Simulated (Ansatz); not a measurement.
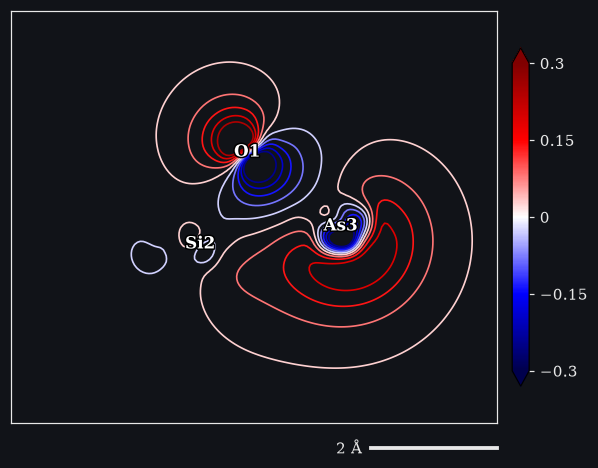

The picture shows: AsH3OSi (SMILES O1[SiH2][AsH]1). The HOMO−1 on the plane of atoms Si2, O1 and As3 (values in Å⁻³ᐟ²; the overall sign is arbitrary).

Geometry: PBE0-D4/def2-TZVP.

Theory: RKS PBE0-D4/def2-TZVPP (Ansatz 0.2.0).

```xyz
6

O     0.7401   -1.0696    0.1156
Si   -0.2629   -0.0233   -0.6755
As   -0.2304   -0.3264    1.5727
H    -1.3156   -0.6354   -1.5178
H     0.3874    1.1336   -1.3325
H     0.7236    0.8569    1.7912
```

### What is the character of this orbital?

Its weight (Hirshfeld) is mainly on As3 (about 40 %), O1 (about 35 %) and H6 (about 15 %). Its energy is −8.07 eV.
